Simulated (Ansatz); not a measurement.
**CHAlClNO (SMILES O=C=[N][AlH][Cl]): levels of theory compared**

Aim: a comparison of 6 runs (HF/STO-3G, HF/3-21G, CAM-B3LYP/STO-3G, B3LYP/6-31G*, PBE0/def2-SVP) of CHAlClNO. 

The results are computed with Ansatz 0.2.0.

3 further runs of the same task are left out: 3 set aside as unsound or not needed.

**1. The structure to begin with**

CHAlClNO: 6 atoms, total charge 0, spin state singlet. SMILES: `O=C=[N][AlH][Cl]`. The coordinates come from a PBE0-D4/def2-TZVP relaxation. This is one conformer, not always the lowest.

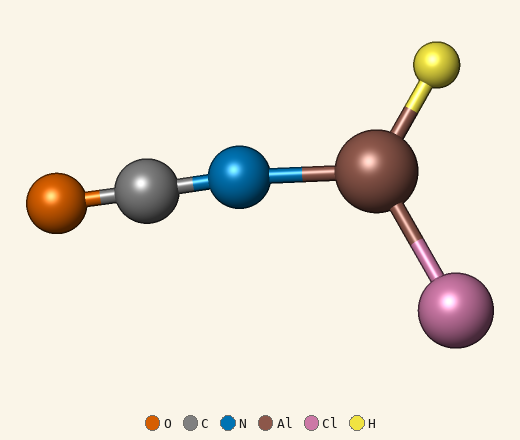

Viewed from a chosen angle; oxygen orange, carbon grey, nitrogen blue, aluminium brown, chlorine pink, hydrogen yellow.

**2. Energy and forces at HF/STO-3G (run 1)**

job.yaml

```yaml
crystal:
  periodic: [false, false, false]
  atoms:
    - {symbol: O, position_ang: [-0.593600, -1.778800, -2.271400]}
    - {symbol: C, position_ang: [-0.424200, -1.086600, -1.351600]}
    - {symbol: "N", position_ang: [-0.264000, -0.376900, -0.401600]}
    - {symbol: Al, position_ang: [0.146900, 0.686500, 0.934400]}
    - {symbol: Cl, position_ang: [2.090200, 1.431800, 1.025300]}
    - {symbol: H, position_ang: [-0.913300, 1.060100, 2.018700]}
basis:
  gaussian: {orbitals: STO-3G}
total_charge: 0
hamiltonian: {xc: hf}
accuracy: high
output: {forces: true, orbitals: {seedname: orbitals}}
```

The run is started by

```bash
$ ansatz run job.yaml --threads 1 --pin off --max-ram 2610MiB --events-out events.jsonl --progress --plain --runs-dir runs
```

Log:

```text
Warning: RAYON_NUM_THREADS=1 ignored (pool sized by the plan → 1); use --threads N
Functional definition: HF
  name "HF"
  exchange = exact_x
  correlation = 0
639 factors; integrals over basis functions are off by at most 2.7e-8 eV
mean field evaluation 1: about -23378.8257 eV, gradient 3.3e1 eV
mean field evaluation 2: about -23378.8766 eV, gradient 3.3e1 eV
mean field evaluation 4: about -23382.1581 eV, gradient 3.4e0 eV
mean field evaluation 8: about -23382.1938 eV, gradient 1.6e-4 eV
mean field -23382.19051959 eV, -859.2796525769 hartree, gradient 1.7e-8 eV, S^2 0.000000; 0 other end points of the search recorded, 0 dependent functions left out
the calculation of the forces begins
reference -23382.19051959 eV, -859.2796525769 hartree; 26, 26 occupied and 8, 8 virtual orbitals, 639 factors
Total energy: -23382.19051959 eV, -859.2796525769 hartree
Atom 0 at    -0.593600    -1.778800    -2.271400 Å, force    -0.595005    -2.244765    -2.959720 eV/Å
Atom 1 at    -0.424200    -1.086600    -1.351600 Å, force     0.653710     2.244695     2.929828 eV/Å
Atom 2 at    -0.264000    -0.376900    -0.401600 Å, force     0.462921     1.054862     1.297034 eV/Å
Atom 3 at     0.146900     0.686500     0.934400 Å, force    -1.741679    -0.354465     0.373189 eV/Å
Atom 4 at     2.090200     1.431800     1.025300 Å, force    -0.379664    -0.186167    -0.076540 eV/Å
Atom 5 at    -0.913300     1.060100     2.018700 Å, force     1.599717    -0.514159    -1.563790 eV/Å
Dipole moment:    -0.437028     0.090806     0.355333 e Å
```

It took 1.3 s on 1 thread of Intel Xeon Platinum 8259CL at 2.50GHz (Skylake/Cascade Lake), shared host; peak memory 0.27 GiB.

**3. Energy and forces at HF/3-21G (run 2)**

input.yaml

```yaml
crystal:
  periodic: [false, false, false]
  atoms:
    - {symbol: O, position_ang: [-0.593600, -1.778800, -2.271400]}
    - {symbol: C, position_ang: [-0.424200, -1.086600, -1.351600]}
    - {symbol: N, position_ang: [-0.264000, -0.376900, -0.401600]}
    - {symbol: Al, position_ang: [0.146900, 0.686500, 0.934400]}
    - {symbol: Cl, position_ang: [2.090200, 1.431800, 1.025300]}
    - {symbol: H, position_ang: [-0.913300, 1.060100, 2.018700]}
basis:
  gaussian:
    orbitals: 3-21G.json
hamiltonian:
  xc: hf
accuracy: high
output: {forces: true, orbitals: {seedname: orbitals}}
```

The basis set 3-21G is read from a file made from the Basis Set Exchange's data (not shown).

The run is started by

```bash
$ ansatz run input.yaml --threads 1 --pin off --max-ram 2610MiB --events-out events.jsonl --progress --plain --runs-dir runs
```

Log, cut to the lines that bear on the results:

```text
Warning: RAYON_NUM_THREADS=1 ignored (pool sized by the plan → 1); use --threads N
[... 2 set-up lines as earlier in the session ...]
[...]
1202 factors; integrals over basis functions are off by at most 7.8e-9 eV
[...]
mean field -23533.70740639 eV, -864.8477954650 hartree, gradient 3.1e-8 eV, S^2 0.000000; 0 other end points of the search recorded, 0 dependent functions left out
[...]
reference -23533.70740639 eV, -864.8477954650 hartree; 26, 26 occupied and 29, 29 virtual orbitals, 1202 factors
Total energy: -23533.70740639 eV, -864.8477954650 hartree
Atom 0 at    -0.593600    -1.778800    -2.271400 Å, force    -0.046763    -0.175410    -0.231342 eV/Å
Atom 1 at    -0.424200    -1.086600    -1.351600 Å, force     0.124845     0.887764     1.227481 eV/Å
Atom 2 at    -0.264000    -0.376900    -0.401600 Å, force     0.058876    -0.632097    -0.949307 eV/Å
Atom 3 at     0.146900     0.686500     0.934400 Å, force    -1.884661    -0.862381    -0.291517 eV/Å
Atom 4 at     2.090200     1.431800     1.025300 Å, force     1.800975     0.699273     0.096838 eV/Å
Atom 5 at    -0.913300     1.060100     2.018700 Å, force    -0.053272     0.082851     0.147846 eV/Å
Dipole moment:    -0.371117     0.067716     0.288092 e Å
```

Wall time 2 s (1 thread of Intel Xeon Platinum 8259CL at 2.50GHz (Skylake/Cascade Lake), shared host); peak memory 0.27 GiB.

Runs 3 to 5 aren't shown in full; the table further down has their settings and results.

**4. Energy and gradient at B3LYP/6-31G(d) (Cartesian functions) (run 6)**

Changes to input.yaml since step 3:

```diff
@@ -10,7 +10,5 @@
 basis:
-  gaussian:
-    orbitals: 3-21G.json
-hamiltonian:
-  xc: hf
+  gaussian: {orbitals: "6-31G*"}
 accuracy: high
 output: {forces: true, orbitals: {seedname: orbitals}}
+hamiltonian: {xc: {name: B3LYP}}
```

The run is started by

```bash
$ ansatz run input.yaml --threads 1 --pin off --max-ram 2610MiB --events-out events.jsonl --progress --plain --runs-dir runs
```

Log, cut to the lines that bear on the results:

```text
Warning: RAYON_NUM_THREADS=1 ignored (pool sized by the plan → 1); use --threads N
Functional definition: B3LYP
  name "B3LYP"
[...]
1649 factors; integrals over basis functions are off by at most 4.8e-9 eV
[...]
mean field -23712.93191254 eV, -871.4341745832 hartree, gradient 9.2e-9 eV, S^2 0.000000; 0 other end points of the search recorded, 0 dependent functions left out
[...]
reference -23712.93195025 eV, -871.4341759691 hartree; 26, 26 occupied and 59, 59 virtual orbitals, 1649 factors
Total energy: -23712.93195025 eV, -871.4341759691 hartree
Atom 0 at    -0.593600    -1.778800    -2.271400 Å, force    -0.199965    -0.789937    -1.046466 eV/Å
Atom 1 at    -0.424200    -1.086600    -1.351600 Å, force     0.046710     0.162367     0.212562 eV/Å
Atom 2 at    -0.264000    -0.376900    -0.401600 Å, force     0.068823     0.394182     0.537887 eV/Å
Atom 3 at     0.146900     0.686500     0.934400 Å, force    -0.217230     0.080543     0.227563 eV/Å
Atom 4 at     2.090200     1.431800     1.025300 Å, force     0.323805     0.133784     0.029240 eV/Å
Atom 5 at    -0.913300     1.060100     2.018700 Å, force    -0.022144     0.019062     0.039214 eV/Å
Dipole moment:    -0.183062     0.100584     0.239810 e Å
```

It took 12 s on 1 thread of Intel Xeon Platinum 8259CL at 2.50GHz (Skylake/Cascade Lake), shared host; peak memory 0.28 GiB.

**5. Overview of the runs**

```csv
run,level,Cartesian functions,energy (Eh),dipole moment (D),HOMO energy (eV),LUMO energy (eV),wall time
1,HF/STO-3G,no,-859.279653,2.74,-8.40,6.90,1.3 s
2,HF/3-21G,no,-864.847795,2.28,-11.97,1.10,2 s
3,CAM-B3LYP/STO-3G,no,-861.125589,2.40,-6.57,3.79,4.5 s
4,B3LYP/6-31G* (spherical functions),no,-871.426196,1.52,-8.44,-1.69,11 s
5,PBE0/def2-SVP,no,-870.639803,1.50,-8.79,-1.43,11 s
6,B3LYP/6-31G* (Cartesian functions),yes,-871.434176,1.53,-8.44,-1.69,12 s
```

**6. Summary of results**

| quantity | value |
| --- | --- |
| run 6: total energy | -871.43418 Eh |
| run 6: dipole moment | 1.53 D |
| run 6: HOMO energy | -8.44 eV |
| run 6: LUMO energy | -1.69 eV |
| run 6: HOMO–LUMO gap | 6.75 eV |
| run 6: largest force on an atom | 1.326 eV/Å |

In words: The dipole moment (its size) runs from 1.50 D (PBE0/def2-SVP) to 2.74 D (HF/STO-3G). The two ends differ in method and basis. The HOMO–LUMO gap runs from 6.74 eV (B3LYP/6-31G*) to 15.29 eV (HF/STO-3G). Totals of different functionals can't be ranked against each other. In runs 1, 3 the basis is minimal, so the values are rough. All runs together took 41 s, the longest 12 s.
